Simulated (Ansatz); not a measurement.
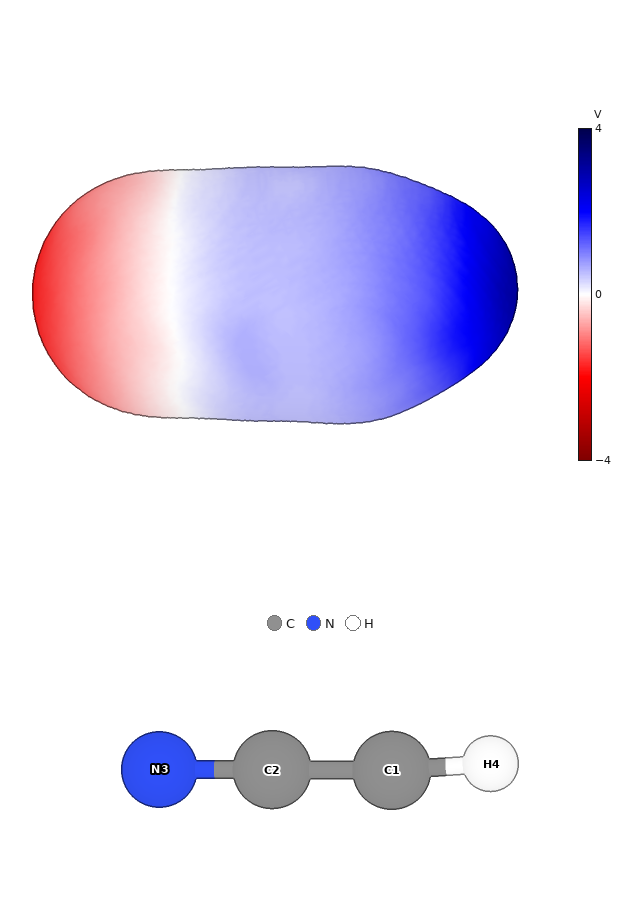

*C$_{2}$HN (SMILES [CH]C#N) (triplet). The molecular electrostatic potential painted on the density surface at 0.004 e/bohr³, seen across its widest extent; red is negative and blue positive. The bare structure is drawn below in the same view.*

Geometry: GFN2-xTB; ⟨S²⟩ = 2.34, above the pure value of 2.00.

Theory: isolated molecule in a Gaussian basis; Hartree-Fock (Ansatz).

```xyz
4

C     0.5575   -0.3607    0.1132
C    -0.5126    0.2977   -0.0830
N    -1.5234    0.9143   -0.2641
H     1.4785   -0.8513    0.2339
```

Describe the electrostatic potential map.

The most negative region (about −1.8 V) lies over N3, the most positive (about +3.0 V) over H4. N3 is the likeliest acceptor of a hydrogen bond.
